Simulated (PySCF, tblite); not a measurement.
**C7H7BF2: geometry, infrared bands and NMR shifts**

What infrared bands and NMR shifts should C7H7BF2 (`C#CCBC(=C)C=C(F)F`) show?

Programs: tblite 0.8.0 and PySCF 2.14.0, with density-fitted response routines of our own. Each step states its level of theory. These are calculated values for one molecule in the gas phase, unless marked as measured. Atoms are numbered from 0 throughout.

## 1. The starting structure

17 atoms, charge 0, multiplicity 1; geometry from: force field or distance geometry start.

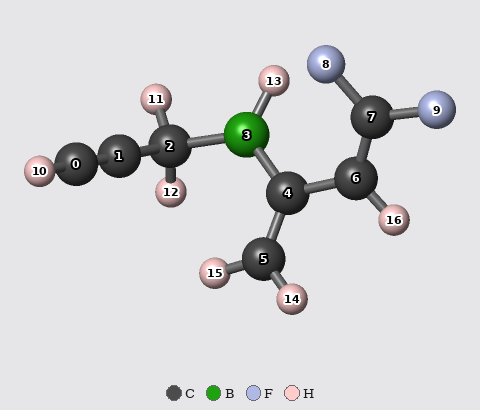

The starting geometry (carbon dark grey, boron green, fluorine light blue, hydrogen pink), atoms numbered.

## 2. Relaxing the molecule with GFN2-xTB

Job settings and geometry (Å):

```
{"job": {"kind": "relax", "xc": "GFN2-xTB", "basis": "xTB"}, "charge": 0, "multiplicity": 1}
C      3.261300     0.461600    -0.299200
C      2.436700    -0.048100     0.418900
C      1.465800    -0.686700     1.314800
B     -0.001200    -0.097300     1.005500
C     -0.776400    -0.349100    -0.342400
C     -0.299800    -1.203500    -1.260800
C     -2.087800     0.294600    -0.611600
C     -2.416400     1.523500    -0.193100
F     -1.542400     2.312700     0.465900
F     -3.650700     2.012600    -0.501500
H      3.961200     0.916600    -0.938500
H      1.722800    -0.466600     2.366800
H      1.462600    -1.781200     1.174000
H     -0.538000     0.480700     1.882500
H     -0.835900    -1.385500    -2.177100
H      0.636900    -1.727800    -1.102200
H     -2.805600    -0.244600    -1.211900
```

Command:

```
$ OMP_NUM_THREADS=1 python probes_run.py task.json out
```

The driver reads the jobs from task.json and runs them one after another.

The log of the run:

```text
step      E/eV     max force
  0    -791.95208    1.484
  1    -792.02757    1.878
  2    -792.09756    2.145
  3    -792.14130    1.149
  4    -792.15931    0.333
  5    -792.16486    0.209
  6    -792.17164    0.213
  7    -792.17483    0.167
  8    -792.17701    0.158
  9    -792.17847    0.108
 10    -792.17995    0.122
 11    -792.18131    0.093
 12    -792.18221    0.064
 13    -792.18273    0.051
 14    -792.18313    0.066
 15    -792.18356    0.061
 16    -792.18396    0.046
 17    -792.18427    0.037
 18    -792.18450    0.037
 19    -792.18473    0.038
 20    -792.18505    0.063
 21    -792.18556    0.093
 22    -792.18630    0.102
 23    -792.18715    0.077
 24    -792.18790    0.066
 25    -792.18850    0.060
 26    -792.18910    0.073
 27    -792.18980    0.074
 28    -792.19053    0.079
 29    -792.19121    0.072
 30    -792.19193    0.063
 31    -792.19282    0.075
 32    -792.19395    0.091
 33    -792.19523    0.101
 34    -792.19673    0.117
 35    -792.19874    0.123
 36    -792.20130    0.129
 37    -792.20388    0.138
 38    -792.20595    0.114
 39    -792.20741    0.126
 40    -792.20727    0.281
 41    -792.21086    0.165
 42    -792.21345    0.126
 43    -792.21717    0.102
 44    -792.22005    0.132
 45    -792.22317    0.153
 46    -792.22641    0.137
 47    -792.22966    0.226
 48    -792.23320    0.220
 49    -792.23714    0.124
 50    -792.24078    0.120
 51    -792.24428    0.116
 52    -792.24896    0.121
 53    -792.25271    0.114
 54    -792.25533    0.122
 55    -792.25710    0.161
 56    -792.25888    0.149
 57    -792.26083    0.153
 58    -792.26349    0.094
 59    -792.26467    0.083
 60    -792.26629    0.076
 61    -792.26712    0.072
 62    -792.26807    0.069
 63    -792.26886    0.088
 64    -792.26962    0.086
 65    -792.27011    0.049
 66    -792.27048    0.060
 67    -792.27098    0.072
 68    -792.27159    0.067
 69    -792.27203    0.052
 70    -792.27234    0.045
 71    -792.27265    0.054
 72    -792.27310    0.067
 73    -792.27368    0.071
 74    -792.27422    0.062
 75    -792.27468    0.058
 76    -792.27516    0.049
 77    -792.27579    0.078
 78    -792.27655    0.089
 79    -792.27724    0.090
 80    -792.27798    0.089
 81    -792.27873    0.071
 82    -792.27966    0.066
 83    -792.28069    0.107
 84    -792.28203    0.074
 85    -792.28307    0.113
 86    -792.28326    0.150
 87    -792.28357    0.180
 88    -792.28494    0.057
 89    -792.28536    0.045
 90    -792.28617    0.067
 91    -792.28652    0.047
 92    -792.28697    0.037
 93    -792.28721    0.027
 94    -792.28734    0.020
 95    -792.28740    0.016
 96    -792.28744    0.013
 97    -792.28748    0.013
 98    -792.28750    0.010
 99    -792.28751    0.006
```

Run time: 1.2 s. Hardware: 1 thread of Arm Neoverse N1, shared host.

Step by step: (not every step is listed)

| step | energy from step 0 (eV) | largest force (eV/Å) |
| --- | --- | --- |
| 0 | 0.0000 | 1.4842 |
| 1 | -0.0755 | 1.8784 |
| 2 | -0.1455 | 2.1447 |
| 3 | -0.1892 | 1.1494 |
| 4 | -0.2072 | 0.3325 |
| 5 | -0.2128 | 0.2090 |
| 6 | -0.2196 | 0.2127 |
| 7 | -0.2228 | 0.1668 |
| 8 | -0.2249 | 0.1581 |
| 16 | -0.2319 | 0.0460 |
| 24 | -0.2358 | 0.0659 |
| 32 | -0.2419 | 0.0914 |
| 40 | -0.2552 | 0.2806 |
| 48 | -0.2811 | 0.2198 |
| 56 | -0.3068 | 0.1494 |
| 64 | -0.3175 | 0.0863 |
| 72 | -0.3210 | 0.0673 |
| 80 | -0.3259 | 0.0891 |
| 88 | -0.3329 | 0.0573 |
| 94 | -0.3353 | 0.0202 |
| 95 | -0.3353 | 0.0164 |
| 96 | -0.3354 | 0.0133 |
| 97 | -0.3354 | 0.0129 |
| 98 | -0.3354 | 0.0103 |
| 99 | -0.3354 | 0.0065 |

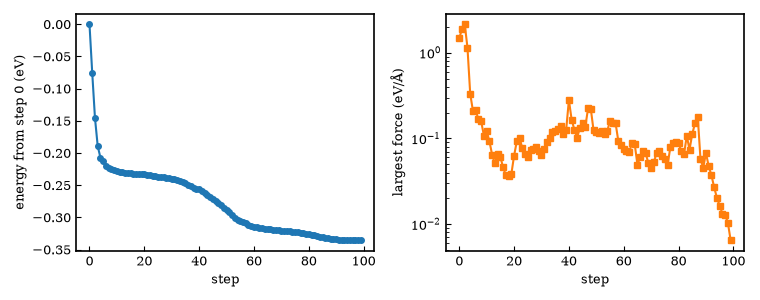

Energy and largest force along the relaxation.

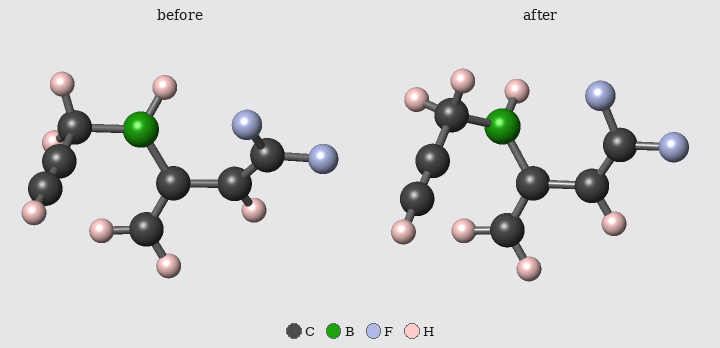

The geometry before (left) and after (right).

Close pairs (by a distance rule), those that changed most:

| bond | before (Å) | after (Å) | change (Å) |
| --- | --- | --- | --- |
| C2–B3 | 1.611 | 1.577 | -0.034 |
| C7–F9 | 1.363 | 1.332 | -0.031 |
| C4–C6 | 1.485 | 1.459 | -0.027 |
| C1–C2 | 1.467 | 1.447 | -0.020 |
| C7–F8 | 1.349 | 1.332 | -0.017 |
| C6–C7 | 1.339 | 1.323 | -0.016 |
| B3–C4 | 1.575 | 1.564 | -0.011 |
| C0–C1 | 1.206 | 1.197 | -0.010 |

The next job starts from the end point, and lists it.

## 3. Vibrational analysis with GFN2-xTB

Job settings and geometry (Å):

```
{"job": {"kind": "ir", "xc": "GFN2-xTB", "basis": "xTB"}, "charge": 0, "multiplicity": 1}
C      2.962802     0.210275    -0.614357
C      2.226689     0.012816     0.308291
C      1.333285    -0.228089     1.421057
B     -0.178335    -0.503674     1.068120
C     -0.710543    -0.465059    -0.401981
C     -0.253985    -1.298485    -1.344735
C     -1.781468     0.459614    -0.757554
C     -2.180547     1.464018     0.006072
F     -1.691259     1.788542     1.201646
F     -3.141672     2.326092    -0.320848
H      3.612439     0.386808    -1.418406
H      1.363749     0.647071     2.082057
H      1.734673    -1.052489     2.021497
H     -0.913735    -0.773844     1.939525
H     -0.668682    -1.322169    -2.340379
H      0.542548    -1.992018    -1.141292
H     -2.262958     0.352619    -1.718625
```

The log of the run:

```text
mode    cm-1     km/mol
  1      15.5      0.35
  2      44.1      4.28
  3      56.0      1.22
  4      92.9      0.09
  5     152.5      1.19
  6     169.1      1.27
  7     232.7      0.90
  8     261.5      1.50
  9     286.3      1.56
 10     352.1      3.52
 11     423.1      6.02
 12     432.5     12.19
 13     499.3     19.90
 14     549.0      1.19
 15     557.6      2.05
 16     586.4      8.74
 17     657.5     38.02
 18     668.1     20.43
 19     690.9      0.96
 20     767.4      8.37
 21     779.4     94.50
 22     847.3     16.23
 23     870.0     15.77
 24     894.9     39.93
 25     915.7     84.09
 26     989.7     33.97
 27    1034.4      4.60
 28    1095.2      4.78
 29    1109.1    152.89
 30    1137.4    204.03
 31    1240.2     68.92
 32    1248.0     57.91
 33    1276.0     14.92
 34    1400.5     23.81
 35    1410.5      4.18
 36    1621.6      2.10
 37    1736.0    233.27
 38    2295.7     23.33
 39    2629.6    107.70
 40    2909.7     11.77
 41    2935.6     24.76
 42    3083.3      4.16
 43    3085.4     29.06
 44    3137.3     21.10
 45    3399.3      2.27
```

It took 1 s on 1 thread of Arm Neoverse N1, shared host.

The strongest bands and the atoms that carry them (share of the mass-weighted mode):

```
cm⁻¹  km/mol                                  atoms
 779    94.5             B3 34 %, H13 22 %, C2 15 %
 916    84.1   F8 19 %, H13 16 %, C6 15 %, H14 12 %
1109   152.9                      B3 41 %, H13 23 %
1137   204.0             C7 52 %, F9 21 %, H16 11 %
1240    68.9  C2 32 %, H12 22 %, H11 17 %, H16 13 %
1248    57.9                      H16 41 %, C7 19 %
1736   233.3                       C7 55 %, C6 41 %
2630   107.7                               H13 92 %
```

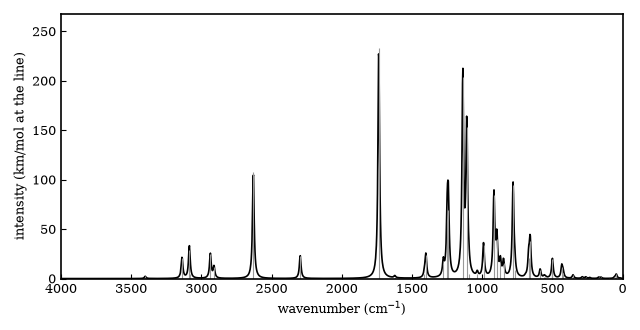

The infrared spectrum from these modes, unscaled. Lines are broadened to a width of 14 cm⁻¹ (Lorentzian).

## 4. Nuclear shieldings: PBE0/pcSseg-1

Same as in step 3 but for these lines:

```diff
@@ -1,2 +1,2 @@
-{"job": {"kind": "ir", "xc": "GFN2-xTB", "basis": "xTB"}, "charge": 0, "multiplicity": 1}
+{"job": {"kind": "nmr", "xc": "PBE0", "basis": "pcSseg-1"}, "charge": 0, "multiplicity": 1}
 C      2.962802     0.210275    -0.614357
```

Level: GIAO PBE0/pcSseg-1 NMR shielding, non-relativistic, gas phase.

The log of the run:

```text
coarse grid: 15200 points
cycle   1  E = -494.5562499522  dE =  1.499e+00  |g| = 7.766e-01  |ddm| = 3.993e+00
cycle   2  E = -494.4022693679  dE =  1.540e-01  |g| = 1.162e+00  |ddm| = 1.453e+00
cycle   3  E = -494.6807862028  dE = -2.785e-01  |g| = 1.517e-01  |ddm| = 9.287e-01
cycle   4  E = -494.6859417567  dE = -5.156e-03  |g| = 7.312e-02  |ddm| = 2.206e-01
cycle   5  E = -494.6871275742  dE = -1.186e-03  |g| = 2.391e-02  |ddm| = 7.242e-02
cycle   6  E = -494.6872412786  dE = -1.137e-04  |g| = 7.609e-03  |ddm| = 2.132e-02
cycle   7  E = -494.6872535878  dE = -1.231e-05  |g| = 3.207e-03  |ddm| = 7.044e-03
cycle   8  E = -494.6872560626  dE = -2.475e-06  |g| = 4.829e-04  |ddm| = 2.697e-03
final grid: 150480 points
cycle   9  E = -494.7586022989  dE = -5.039e-05  |g| = 7.472e-03  |ddm| = 4.604e-02
cycle  10  E = -494.7585974827  dE =  4.816e-06  |g| = 9.144e-03  |ddm| = 1.453e-02
cycle  11  E = -494.7586155918  dE = -1.811e-05  |g| = 2.142e-03  |ddm| = 8.113e-03
cycle  12  E = -494.7586165386  dE = -9.468e-07  |g| = 5.185e-04  |ddm| = 1.734e-03
cycle  13  E = -494.7586165954  dE = -5.680e-08  |g| = 2.038e-04  |ddm| = 4.636e-04
cycle  14  E = -494.7586166033  dE = -7.868e-09  |g| = 4.842e-05  |ddm| = 1.715e-04
cycle  15  E = -494.7586166038  dE = -5.178e-10  |g| = 1.676e-05  |ddm| = 4.879e-05
converged SCF energy = -494.7586166038

GIAO shielding tensors (ppm)
atom      isotropic    diamagn.    paramagn.     s11        s22        s33       span
  0 C      110.342     258.624    -148.282     38.428     40.681    251.917    213.489
  1 C      100.302     263.877    -163.575     -0.624     10.580    290.950    291.574
  2 C      166.444     253.478     -87.034    148.059    171.900    179.372     31.313
  3 B       20.576     191.173    -170.597    -45.717    -13.871    121.317    167.034
  4 C       34.601     259.678    -225.076    -78.504     17.509    164.799    243.303
  5 C       59.671     254.036    -194.365    -40.388     55.314    164.088    204.475
  6 C       93.180     255.377    -162.196     33.783    107.182    138.577    104.794
  7 C       15.629     250.328    -234.700    -65.584     45.474     66.995    132.579
  8 F      259.018     476.925    -217.907    208.431    240.241    328.382    119.951
  9 F      259.116     470.541    -211.425    223.830    233.355    320.164     96.334
 10 H       30.292      35.070      -4.778     24.730     25.707     40.439     15.710
 11 H       28.996      28.273       0.723     24.416     27.461     35.112     10.697
 12 H       28.901      26.688       2.213     23.352     28.239     35.113     11.761
 13 H       24.140      30.230      -6.090     18.592     25.259     28.569      9.977
 14 H       25.816      31.800      -5.983     22.346     26.109     28.994      6.647
 15 H       26.420      32.655      -6.235     22.510     26.927     29.823      7.313
 16 H       26.278      30.531      -4.254     23.531     26.249     29.053      5.522
```

Run time: 68 s. Hardware: 1 thread of Arm Neoverse N1, shared host; peak memory 0.91 GiB.

Shifts follow as δ = σ(reference) − σ, with reference shieldings (ppm) from runs at the same level and on the same kind of geometry: 1H TMS 31.72, 13C TMS 186.9, 19F CFCl3 170.9, 11B BF3·OEt2 100.1. The references are single molecules in the gas phase, so shifts against H2O, NH3, PH3, H3PO4 or CFCl3 are not on the usual liquid scales and can be off by tens of ppm. Atoms listed in one row are averaged.

| atoms | environment | σ (ppm) | δ (ppm) | δ scaled to CDCl3 |
| --- | --- | --- | --- | --- |
| C7 | fully substituted alkene carbon | 15.6 | 171.3 | 165.3 |
| C4 | fully substituted alkene carbon | 34.6 | 152.3 | 146.8 |
| C5 | terminal =CH2 carbon | 59.7 | 127.3 | 122.3 |
| C6 | alkene CH | 93.2 | 93.7 | 89.6 |
| C1 | alkyne carbon | 100.3 | 86.6 | 82.6 |
| C0 | terminal alkyne carbon | 110.3 | 76.6 | 72.8 |
| C2 | propargylic sp3 CH2 bonded to B | 166.4 | 20.5 | 18.1 |
| H13 | hydrogen on a boron bonded to 2 C | 24.14 | 7.58 | – |
| H14 | hydrogen on a terminal =CH2 carbon | 25.82 | 5.90 | 5.67 |
| H16 | hydrogen on an alkene CH | 26.28 | 5.44 | 5.23 |
| H15 | hydrogen on a terminal =CH2 carbon | 26.42 | 5.30 | 5.10 |
| H11, H12 | hydrogen on a propargylic sp3 CH2 bonded to B | 28.95 | 2.77 | 2.72 |
| H10 | hydrogen on a terminal alkyne carbon | 30.29 | 1.42 | 1.45 |
| B3 | boron bonded to 2 C, H | 20.6 | 79.5 | – |
| F8 | vinylic fluorine | 259.0 | -88.1 | – |
| F9 | vinylic fluorine | 259.1 | -88.2 | – |

The scaled column applies a straight-line fit of computed shieldings to shifts measured in CDCl3, and one for carbons that bear F (root-mean-square error 0.16 ppm for H, 1.9 ppm for C).

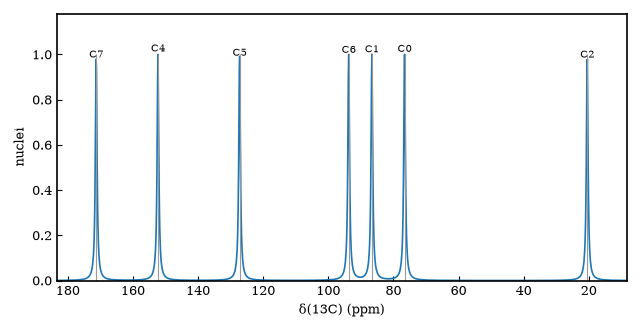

13C lines at the computed shifts, without couplings. Lines are broadened to a width of 0.60 ppm (Lorentzian).

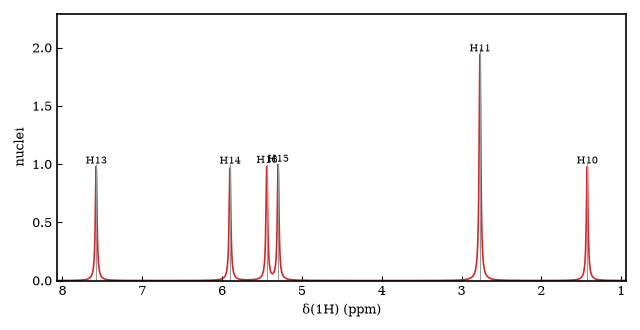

1H lines at the computed shifts, without couplings. Lines are broadened to a width of 0.02 ppm (Lorentzian).

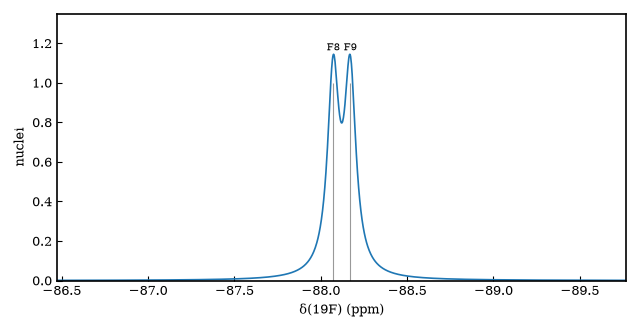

19F lines at the computed shifts, without couplings. Lines are broadened to a width of 0.08 ppm (Lorentzian).

The run also stored atomic charges by several schemes (e):

```
atoms  Mulliken    IAO  Hirshfeld  ESP fit
   C0     -0.39  -0.27      -0.13    -0.54
   C1      0.15  -0.02      -0.04     0.09
   C2     -0.39  -0.43      -0.12    -0.23
   B3      0.49   0.20       0.17     0.41
   C4     -0.42  -0.11      -0.07     0.10
   C5     -0.09  -0.28      -0.09    -0.49
   C6     -0.23  -0.24      -0.09    -0.55
   C7      0.59   0.54       0.17     0.50
   F8     -0.25  -0.24      -0.05    -0.14
   F9     -0.25  -0.24      -0.07    -0.18
```

IAO charges:

C0 -0.27; C1 -0.02; C2 -0.43; B3 0.20; C4 -0.11; C5 -0.28; C6 -0.24; C7 0.54; F8 -0.24; F9 -0.24; H10 0.20; H11 0.20; H12 0.19; H13 0.02; H14 0.15; H15 0.15; H16 0.18

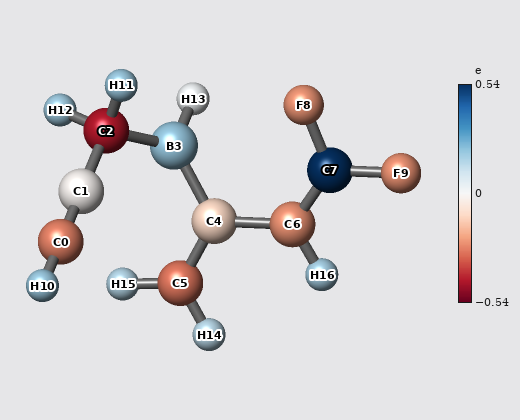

IAO charges, as colours on the atoms.

Mayer bond orders: C0–C1 2.57, C1–C2 1.12, C2–B3 0.94, B3–C4 0.92, C4–C5 1.90, C4–C6 1.08, C6–C7 1.79, C7–F8 0.99, C7–F9 1.00.

## 5. Results

```
                                                              quantity                                            value
                             strongest single infrared mode (GFN2-xTB)                            1736 cm⁻¹, 233 km/mol
                                          zero-point energy (GFN2-xTB)                                    72.3 kcal/mol
                                13C shifts against TMS (PBE0/pcSseg-1)  171.3, 152.3, 127.3, 93.7, 86.6, 76.6, 20.5 ppm
1H shifts against TMS (PBE0/pcSseg-1, means over atoms taken as alike)           7.58, 5.90, 5.44, 5.30, 2.77, 1.42 ppm
                           11B shifts against BF3·OEt2 (PBE0/pcSseg-1)                                         79.5 ppm
                              19F shifts against CFCl3 (PBE0/pcSseg-1)                                 -88.1, -88.2 ppm
```

In words: The optimisation took 99 steps and gained 0.335 eV; among the close pairs (by a distance rule), C2–B3 changed most, from 1.611 to 1.577 Å. All 45 modes are real, so the xTB geometry is a minimum. The strongest single mode, at 1736 cm⁻¹, moves mainly C7 and C6. GFN2-xTB is a fitted tight-binding method: band positions and strengths are rough. Its intensities can rank the bands wrongly. At PBE0/pcSseg-1: The largest span, 292 ppm, is at C1, where the paramagnetic term is -164 ppm.
